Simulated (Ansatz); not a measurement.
Si₂NH₅OF₂: molecular dynamics (part 1 of 6)

Si₂NH₅OF₂, computed with RKS PBE-D4/STO-3G (Ansatz 0.2.0).

It belongs to a series of runs on one base structure; here: dynamics from the start. Figures and captions count atoms from 1; the log counts them from 0 in places.

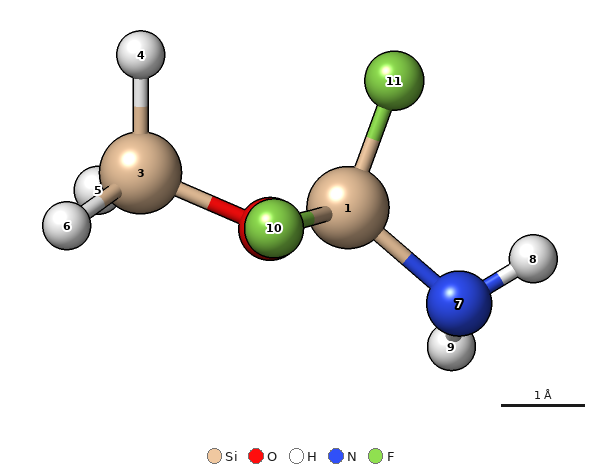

*The structure as given in the input (ball-and-stick view, seen at a tilt; atoms are numbered from 1 in the order of the input).*

## Summary

```json
{"quantity": "outcome", "value": "finished"}
{"quantity": "mean temperature over the second half", "value": "152 K"}
{"quantity": "trajectory", "value": "250 steps, 250 fs"}
{"quantity": "ensemble", "value": "nve"}
{"quantity": "temperature in the input", "value": "300.0 K"}
{"quantity": "time step", "value": "1.0 fs"}
{"quantity": "potential energy (last step)", "value": "−24481.9096 eV"}
{"quantity": "mean-field energy (last step)", "value": "−24481.6569 eV"}
{"quantity": "largest force (length of the vector) (last step)", "value": "1.605 eV/Å"}
{"quantity": "hardware", "value": "1 thread of Arm Neoverse V1, 24 GiB of memory available, shared host"}
{"quantity": "wall time", "value": "11 min"}
{"quantity": "peak memory", "value": "0.1 GiB"}
```

So short a trajectory is not equilibrated.

## Input
```yaml
crystal:
  periodic: [false, false, false]
  atoms:
    - { symbol: Si, position_ang: [0.008187, -0.092782, -0.042426] }
    - { symbol: O, position_ang: [0.193008, -0.323879, 1.636746] }
    - { symbol: Si, position_ang: [-1.241119, -0.341836, 2.584982] }
    - { symbol: H, position_ang: [-2.228337, -1.306914, 2.098798] }
    - { symbol: H, position_ang: [-0.82451, -0.724622, 3.926628] }
    - { symbol: H, position_ang: [-1.891085, 0.96721, 2.647113] }
    - { symbol: "N", position_ang: [1.62732, 0.327421, -0.677127] }
    - { symbol: H, position_ang: [1.955678, -0.466154, -1.302938] }
    - { symbol: H, position_ang: [2.306952, 0.275096, 0.137887] }
    - { symbol: F, position_ang: [-1.058888, 1.122091, -0.332218] }
    - { symbol: F, position_ang: [-0.599705, -1.41633, -0.814645] }
basis:
  gaussian: { orbitals: STO-3G }
hamiltonian:
  xc: pbe
  dispersion: d4
md:
  timestep: 1.0
  n_steps: 250
  ensemble: nve
  temperature: 300.0
  initial_velocities: maxwell_boltzmann
  seed: 270222
```

Launch command:
```bash
ansatz run input.yaml --threads 1 --pin off --max-ram 2048MiB --backend cpu --events-out ev --progress --plain --runs-dir out
```

## Log
```
Engine: ansatz 0.2.0, aarch64-unknown-linux-gnu
Functional definition: PBE
  parameter kappa = 0.804
  parameter beta = 0.06672455060314922
  exchange = pbe_x(kappa = kappa, mu = beta*pi^2/3)
  correlation = pbe_c(beta = beta)
603 factors; integrals over basis functions are off by at most 1.2e-5 eV
mean field evaluation 1: about -24476.4389 eV, gradient 4.0e1 eV
mean field evaluation 2: about -24471.0653 eV, gradient 6.0e1 eV
mean field evaluation 4: about -24481.8249 eV, gradient 3.5e0 eV
mean field evaluation 8: about -24481.8054 eV, gradient 6.2e-2 eV
mean field -24481.80544140 eV, -899.6897556076 hartree, gradient 2.4e-5 eV, S^2 0.000000; 0 other end points of the search recorded, 0 dependent functions left out
the calculation of the forces begins
reference -24481.80546444 eV, -899.6897564545 hartree; 33, 33 occupied and 10, 10 virtual orbitals, 603 factors
md step     0: t =     0.00 fs  T =   300.0 K  F+E_penalty+E_count = -24482.05881916 eV  E_kin = 0.349002 eV  conserved = -24481.70981717 eV  (23 SCF iters)
these checks for a lower state are left out or cut short: starts, cluster_reference, orbital_swaps, neighbouring_geometries, increment
603 factors; integrals over basis functions are off by at most 1.3e-5 eV
mean field evaluation 16: about -24481.8242 eV, gradient 1.1e0 eV
mean field -24481.77373909 eV, -899.6885905692 hartree, gradient 1.6e-5 eV, S^2 0.000000; 0 other end points of the search recorded, 0 dependent functions left out
the calculation of the forces begins
reference -24481.77376207 eV, -899.6885914137 hartree; 33, 33 occupied and 10, 10 virtual orbitals, 603 factors
md step     1: t =     1.00 fs  T =   275.3 K  F+E_penalty+E_count = -24482.02733403 eV  E_kin = 0.320290 eV  conserved = -24481.70704408 eV  (26 SCF iters, 3 dispersion substeps)
[... from here on the SCF iterations and repeated set-up lines of each step are left out, up to the last step ...]
md step     2: t =     2.00 fs  T =   235.1 K  F+E_penalty+E_count = -24481.97584320 eV  E_kin = 0.273464 eV  conserved = -24481.70237963 eV  (27 SCF iters, 3 dispersion substeps)
md step     3: t =     3.00 fs  T =   227.6 K  F+E_penalty+E_count = -24481.96888391 eV  E_kin = 0.264810 eV  conserved = -24481.70407417 eV  (28 SCF iters, 3 dispersion substeps)
md step     4: t =     4.00 fs  T =   237.8 K  F+E_penalty+E_count = -24481.98469382 eV  E_kin = 0.276654 eV  conserved = -24481.70803970 eV  (27 SCF iters, 3 dispersion substeps)
md step     5: t =     5.00 fs  T =   222.5 K  F+E_penalty+E_count = -24481.96642972 eV  E_kin = 0.258876 eV  conserved = -24481.70755346 eV  (27 SCF iters, 3 dispersion substeps)
md step     6: t =     6.00 fs  T =   183.8 K  F+E_penalty+E_count = -24481.91813689 eV  E_kin = 0.213853 eV  conserved = -24481.70428353 eV  (28 SCF iters, 3 dispersion substeps)
md step     7: t =     7.00 fs  T =   157.9 K  F+E_penalty+E_count = -24481.88662196 eV  E_kin = 0.183670 eV  conserved = -24481.70295172 eV  (28 SCF iters, 3 dispersion substeps)
md step     8: t =     8.00 fs  T =   160.1 K  F+E_penalty+E_count = -24481.89143410 eV  E_kin = 0.186280 eV  conserved = -24481.70515369 eV  (28 SCF iters, 3 dispersion substeps)
md step     9: t =     9.00 fs  T =   166.0 K  F+E_penalty+E_count = -24481.90072124 eV  E_kin = 0.193081 eV  conserved = -24481.70764037 eV  (28 SCF iters, 3 dispersion substeps)
md step    10: t =    10.00 fs  T =   149.0 K  F+E_penalty+E_count = -24481.87964866 eV  E_kin = 0.173310 eV  conserved = -24481.70633852 eV  (28 SCF iters, 3 dispersion substeps)
md step    11: t =    11.00 fs  T =   125.9 K  F+E_penalty+E_count = -24481.84909277 eV  E_kin = 0.146489 eV  conserved = -24481.70260409 eV  (28 SCF iters, 3 dispersion substeps)
md step    12: t =    12.00 fs  T =   135.0 K  F+E_penalty+E_count = -24481.86054465 eV  E_kin = 0.157016 eV  conserved = -24481.70352890 eV  (28 SCF iters, 3 dispersion substeps)
md step    13: t =    13.00 fs  T =   165.8 K  F+E_penalty+E_count = -24481.90072802 eV  E_kin = 0.192833 eV  conserved = -24481.70789496 eV  (29 SCF iters, 3 dispersion substeps)
md step    14: t =    14.00 fs  T =   171.9 K  F+E_penalty+E_count = -24481.90823555 eV  E_kin = 0.200032 eV  conserved = -24481.70820399 eV  (29 SCF iters, 3 dispersion substeps)
md step    15: t =    15.00 fs  T =   147.5 K  F+E_penalty+E_count = -24481.87619009 eV  E_kin = 0.171589 eV  conserved = -24481.70460071 eV  (29 SCF iters, 3 dispersion substeps)
md step    16: t =    16.00 fs  T =   131.7 K  F+E_penalty+E_count = -24481.85565621 eV  E_kin = 0.153250 eV  conserved = -24481.70240639 eV  (25 SCF iters, 3 dispersion substeps)
md step    17: t =    17.00 fs  T =   149.8 K  F+E_penalty+E_count = -24481.87870189 eV  E_kin = 0.174269 eV  conserved = -24481.70443240 eV  (28 SCF iters, 3 dispersion substeps)
md step    18: t =    18.00 fs  T =   178.6 K  F+E_penalty+E_count = -24481.91582995 eV  E_kin = 0.207780 eV  conserved = -24481.70804991 eV  (28 SCF iters, 3 dispersion substeps)
md step    19: t =    19.00 fs  T =   177.2 K  F+E_penalty+E_count = -24481.91464567 eV  E_kin = 0.206089 eV  conserved = -24481.70855633 eV  (28 SCF iters, 3 dispersion substeps)
md step    20: t =    20.00 fs  T =   142.8 K  F+E_penalty+E_count = -24481.87062920 eV  E_kin = 0.166078 eV  conserved = -24481.70455123 eV  (28 SCF iters, 3 dispersion substeps)
md step    21: t =    21.00 fs  T =   119.9 K  F+E_penalty+E_count = -24481.84189275 eV  E_kin = 0.139539 eV  conserved = -24481.70235389 eV  (29 SCF iters, 3 dispersion substeps)
md step    22: t =    22.00 fs  T =   131.2 K  F+E_penalty+E_count = -24481.85850451 eV  E_kin = 0.152573 eV  conserved = -24481.70593112 eV  (28 SCF iters, 3 dispersion substeps)
md step    23: t =    23.00 fs  T =   140.8 K  F+E_penalty+E_count = -24481.87190026 eV  E_kin = 0.163768 eV  conserved = -24481.70813207 eV  (28 SCF iters, 3 dispersion substeps)
md step    24: t =    24.00 fs  T =   123.5 K  F+E_penalty+E_count = -24481.84933016 eV  E_kin = 0.143710 eV  conserved = -24481.70562000 eV  (28 SCF iters, 3 dispersion substeps)
md step    25: t =    25.00 fs  T =   104.1 K  F+E_penalty+E_count = -24481.82434556 eV  E_kin = 0.121117 eV  conserved = -24481.70322876 eV  (28 SCF iters, 3 dispersion substeps)
md step    26: t =    26.00 fs  T =   109.0 K  F+E_penalty+E_count = -24481.83128651 eV  E_kin = 0.126780 eV  conserved = -24481.70450680 eV  (28 SCF iters, 3 dispersion substeps)
md step    27: t =    27.00 fs  T =   125.0 K  F+E_penalty+E_count = -24481.85259010 eV  E_kin = 0.145451 eV  conserved = -24481.70713885 eV  (28 SCF iters, 3 dispersion substeps)
md step    28: t =    28.00 fs  T =   122.2 K  F+E_penalty+E_count = -24481.84969900 eV  E_kin = 0.142177 eV  conserved = -24481.70752172 eV  (28 SCF iters, 3 dispersion substeps)
md step    29: t =    29.00 fs  T =    97.9 K  F+E_penalty+E_count = -24481.81842630 eV  E_kin = 0.113842 eV  conserved = -24481.70458412 eV  (27 SCF iters, 3 dispersion substeps)
md step    30: t =    30.00 fs  T =    85.9 K  F+E_penalty+E_count = -24481.80236881 eV  E_kin = 0.099891 eV  conserved = -24481.70247738 eV  (28 SCF iters, 3 dispersion substeps)
md step    31: t =    31.00 fs  T =   106.5 K  F+E_penalty+E_count = -24481.82956276 eV  E_kin = 0.123851 eV  conserved = -24481.70571167 eV  (29 SCF iters, 3 dispersion substeps)
md step    32: t =    32.00 fs  T =   125.5 K  F+E_penalty+E_count = -24481.85485440 eV  E_kin = 0.146004 eV  conserved = -24481.70885021 eV  (28 SCF iters, 3 dispersion substeps)
md step    33: t =    33.00 fs  T =   109.1 K  F+E_penalty+E_count = -24481.83356431 eV  E_kin = 0.126954 eV  conserved = -24481.70661035 eV  (27 SCF iters, 3 dispersion substeps)
md step    34: t =    34.00 fs  T =    79.7 K  F+E_penalty+E_count = -24481.79575070 eV  E_kin = 0.092746 eV  conserved = -24481.70300502 eV  (25 SCF iters, 3 dispersion substeps)
md step    35: t =    35.00 fs  T =    77.0 K  F+E_penalty+E_count = -24481.79285605 eV  E_kin = 0.089599 eV  conserved = -24481.70325691 eV  (28 SCF iters, 3 dispersion substeps)
md step    36: t =    36.00 fs  T =   100.1 K  F+E_penalty+E_count = -24481.82256753 eV  E_kin = 0.116424 eV  conserved = -24481.70614380 eV  (28 SCF iters, 3 dispersion substeps)
md step    37: t =    37.00 fs  T =   115.9 K  F+E_penalty+E_count = -24481.84258100 eV  E_kin = 0.134804 eV  conserved = -24481.70777742 eV  (28 SCF iters, 3 dispersion substeps)
md step    38: t =    38.00 fs  T =   106.1 K  F+E_penalty+E_count = -24481.82949892 eV  E_kin = 0.123477 eV  conserved = -24481.70602178 eV  (28 SCF iters, 3 dispersion substeps)
md step    39: t =    39.00 fs  T =    92.5 K  F+E_penalty+E_count = -24481.81067737 eV  E_kin = 0.107594 eV  conserved = -24481.70308377 eV  (28 SCF iters, 3 dispersion substeps)
md step    40: t =    40.00 fs  T =   105.3 K  F+E_penalty+E_count = -24481.82692174 eV  E_kin = 0.122507 eV  conserved = -24481.70441496 eV  (28 SCF iters, 3 dispersion substeps)
md step    41: t =    41.00 fs  T =   130.6 K  F+E_penalty+E_count = -24481.85970252 eV  E_kin = 0.151988 eV  conserved = -24481.70771437 eV  (27 SCF iters, 3 dispersion substeps)
md step    42: t =    42.00 fs  T =   135.2 K  F+E_penalty+E_count = -24481.86394790 eV  E_kin = 0.157324 eV  conserved = -24481.70662394 eV  (27 SCF iters, 3 dispersion substeps)
md step    43: t =    43.00 fs  T =   129.2 K  F+E_penalty+E_count = -24481.85372746 eV  E_kin = 0.150257 eV  conserved = -24481.70347013 eV  (27 SCF iters, 3 dispersion substeps)
md step    44: t =    44.00 fs  T =   144.4 K  F+E_penalty+E_count = -24481.87208977 eV  E_kin = 0.167935 eV  conserved = -24481.70415496 eV  (26 SCF iters, 3 dispersion substeps)
md step    45: t =    45.00 fs  T =   174.5 K  F+E_penalty+E_count = -24481.91017892 eV  E_kin = 0.202978 eV  conserved = -24481.70720057 eV  (27 SCF iters, 3 dispersion substeps)
md step    46: t =    46.00 fs  T =   185.4 K  F+E_penalty+E_count = -24481.92381682 eV  E_kin = 0.215706 eV  conserved = -24481.70811076 eV  (26 SCF iters, 3 dispersion substeps)
md step    47: t =    47.00 fs  T =   166.1 K  F+E_penalty+E_count = -24481.89906831 eV  E_kin = 0.193244 eV  conserved = -24481.70582440 eV  (27 SCF iters, 3 dispersion substeps)
md step    48: t =    48.00 fs  T =   144.5 K  F+E_penalty+E_count = -24481.87093003 eV  E_kin = 0.168098 eV  conserved = -24481.70283235 eV  (28 SCF iters, 3 dispersion substeps)
md step    49: t =    49.00 fs  T =   153.1 K  F+E_penalty+E_count = -24481.88204218 eV  E_kin = 0.178073 eV  conserved = -24481.70396957 eV  (29 SCF iters, 3 dispersion substeps)
md step    50: t =    50.00 fs  T =   178.0 K  F+E_penalty+E_count = -24481.91519121 eV  E_kin = 0.207131 eV  conserved = -24481.70806052 eV  (28 SCF iters, 3 dispersion substeps)
md step    51: t =    51.00 fs  T =   176.6 K  F+E_penalty+E_count = -24481.91352600 eV  E_kin = 0.205486 eV  conserved = -24481.70804017 eV  (28 SCF iters, 3 dispersion substeps)
md step    52: t =    52.00 fs  T =   149.0 K  F+E_penalty+E_count = -24481.87736157 eV  E_kin = 0.173360 eV  conserved = -24481.70400193 eV  (28 SCF iters, 3 dispersion substeps)
md step    53: t =    53.00 fs  T =   137.0 K  F+E_penalty+E_count = -24481.86249635 eV  E_kin = 0.159408 eV  conserved = -24481.70308811 eV  (25 SCF iters, 3 dispersion substeps)
md step    54: t =    54.00 fs  T =   152.6 K  F+E_penalty+E_count = -24481.88338331 eV  E_kin = 0.177579 eV  conserved = -24481.70580471 eV  (28 SCF iters, 3 dispersion substeps)
md step    55: t =    55.00 fs  T =   167.3 K  F+E_penalty+E_count = -24481.90191649 eV  E_kin = 0.194629 eV  conserved = -24481.70728702 eV  (28 SCF iters, 3 dispersion substeps)
md step    56: t =    56.00 fs  T =   162.7 K  F+E_penalty+E_count = -24481.89523300 eV  E_kin = 0.189282 eV  conserved = -24481.70595109 eV  (28 SCF iters, 3 dispersion substeps)
md step    57: t =    57.00 fs  T =   154.8 K  F+E_penalty+E_count = -24481.88367557 eV  E_kin = 0.180137 eV  conserved = -24481.70353869 eV  (27 SCF iters, 3 dispersion substeps)
md step    58: t =    58.00 fs  T =   169.2 K  F+E_penalty+E_count = -24481.90123803 eV  E_kin = 0.196876 eV  conserved = -24481.70436210 eV  (28 SCF iters, 3 dispersion substeps)
md step    59: t =    59.00 fs  T =   194.6 K  F+E_penalty+E_count = -24481.93446571 eV  E_kin = 0.226352 eV  conserved = -24481.70811353 eV  (28 SCF iters, 3 dispersion substeps)
md step    60: t =    60.00 fs  T =   193.0 K  F+E_penalty+E_count = -24481.93229641 eV  E_kin = 0.224511 eV  conserved = -24481.70778535 eV  (28 SCF iters, 3 dispersion substeps)
md step    61: t =    61.00 fs  T =   170.4 K  F+E_penalty+E_count = -24481.90146233 eV  E_kin = 0.198278 eV  conserved = -24481.70318442 eV  (27 SCF iters, 3 dispersion substeps)
md step    62: t =    62.00 fs  T =   173.6 K  F+E_penalty+E_count = -24481.90505958 eV  E_kin = 0.201975 eV  conserved = -24481.70308505 eV  (27 SCF iters, 3 dispersion substeps)
md step    63: t =    63.00 fs  T =   204.5 K  F+E_penalty+E_count = -24481.94525976 eV  E_kin = 0.237916 eV  conserved = -24481.70734359 eV  (27 SCF iters, 3 dispersion substeps)
md step    64: t =    64.00 fs  T =   217.5 K  F+E_penalty+E_count = -24481.96173200 eV  E_kin = 0.253038 eV  conserved = -24481.70869400 eV  (27 SCF iters, 3 dispersion substeps)
md step    65: t =    65.00 fs  T =   194.4 K  F+E_penalty+E_count = -24481.93215908 eV  E_kin = 0.226168 eV  conserved = -24481.70599137 eV  (27 SCF iters, 3 dispersion substeps)
md step    66: t =    66.00 fs  T =   165.9 K  F+E_penalty+E_count = -24481.89585652 eV  E_kin = 0.192987 eV  conserved = -24481.70286954 eV  (27 SCF iters, 3 dispersion substeps)
md step    67: t =    67.00 fs  T =   166.5 K  F+E_penalty+E_count = -24481.89769502 eV  E_kin = 0.193738 eV  conserved = -24481.70395731 eV  (27 SCF iters, 3 dispersion substeps)
md step    68: t =    68.00 fs  T =   183.6 K  F+E_penalty+E_count = -24481.92150765 eV  E_kin = 0.213578 eV  conserved = -24481.70792917 eV  (27 SCF iters, 3 dispersion substeps)
md step    69: t =    69.00 fs  T =   176.1 K  F+E_penalty+E_count = -24481.91263932 eV  E_kin = 0.204832 eV  conserved = -24481.70780688 eV  (27 SCF iters, 3 dispersion substeps)
md step    70: t =    70.00 fs  T =   147.3 K  F+E_penalty+E_count = -24481.87477900 eV  E_kin = 0.171341 eV  conserved = -24481.70343798 eV  (27 SCF iters, 3 dispersion substeps)
md step    71: t =    71.00 fs  T =   141.0 K  F+E_penalty+E_count = -24481.86746407 eV  E_kin = 0.163982 eV  conserved = -24481.70348239 eV  (27 SCF iters, 3 dispersion substeps)
md step    72: t =    72.00 fs  T =   157.8 K  F+E_penalty+E_count = -24481.89091207 eV  E_kin = 0.183531 eV  conserved = -24481.70738066 eV  (25 SCF iters, 3 dispersion substeps)
md step    73: t =    73.00 fs  T =   157.0 K  F+E_penalty+E_count = -24481.89053693 eV  E_kin = 0.182701 eV  conserved = -24481.70783601 eV  (28 SCF iters, 3 dispersion substeps)
md step    74: t =    74.00 fs  T =   131.0 K  F+E_penalty+E_count = -24481.85719264 eV  E_kin = 0.152456 eV  conserved = -24481.70473712 eV  (28 SCF iters, 3 dispersion substeps)
md step    75: t =    75.00 fs  T =   114.4 K  F+E_penalty+E_count = -24481.83558940 eV  E_kin = 0.133064 eV  conserved = -24481.70252566 eV  (28 SCF iters, 3 dispersion substeps)
md step    76: t =    76.00 fs  T =   130.9 K  F+E_penalty+E_count = -24481.85709828 eV  E_kin = 0.152254 eV  conserved = -24481.70484416 eV  (28 SCF iters, 3 dispersion substeps)
md step    77: t =    77.00 fs  T =   153.7 K  F+E_penalty+E_count = -24481.88761811 eV  E_kin = 0.178777 eV  conserved = -24481.70884068 eV  (27 SCF iters, 3 dispersion substeps)
md step    78: t =    78.00 fs  T =   141.1 K  F+E_penalty+E_count = -24481.87186232 eV  E_kin = 0.164119 eV  conserved = -24481.70774339 eV  (27 SCF iters, 3 dispersion substeps)
md step    79: t =    79.00 fs  T =   108.2 K  F+E_penalty+E_count = -24481.82842808 eV  E_kin = 0.125928 eV  conserved = -24481.70250014 eV  (28 SCF iters, 3 dispersion substeps)
md step    80: t =    80.00 fs  T =   109.0 K  F+E_penalty+E_count = -24481.82970090 eV  E_kin = 0.126804 eV  conserved = -24481.70289682 eV  (28 SCF iters, 3 dispersion substeps)
md step    81: t =    81.00 fs  T =   140.6 K  F+E_penalty+E_count = -24481.87119209 eV  E_kin = 0.163563 eV  conserved = -24481.70762899 eV  (28 SCF iters, 3 dispersion substeps)
md step    82: t =    82.00 fs  T =   153.0 K  F+E_penalty+E_count = -24481.88618364 eV  E_kin = 0.177985 eV  conserved = -24481.70819840 eV  (27 SCF iters, 3 dispersion substeps)
md step    83: t =    83.00 fs  T =   135.6 K  F+E_penalty+E_count = -24481.86272405 eV  E_kin = 0.157804 eV  conserved = -24481.70491984 eV  (27 SCF iters, 3 dispersion substeps)
md step    84: t =    84.00 fs  T =   124.0 K  F+E_penalty+E_count = -24481.84714621 eV  E_kin = 0.144254 eV  conserved = -24481.70289263 eV  (28 SCF iters, 3 dispersion substeps)
md step    85: t =    85.00 fs  T =   140.8 K  F+E_penalty+E_count = -24481.86880383 eV  E_kin = 0.163844 eV  conserved = -24481.70495969 eV  (29 SCF iters, 3 dispersion substeps)
```
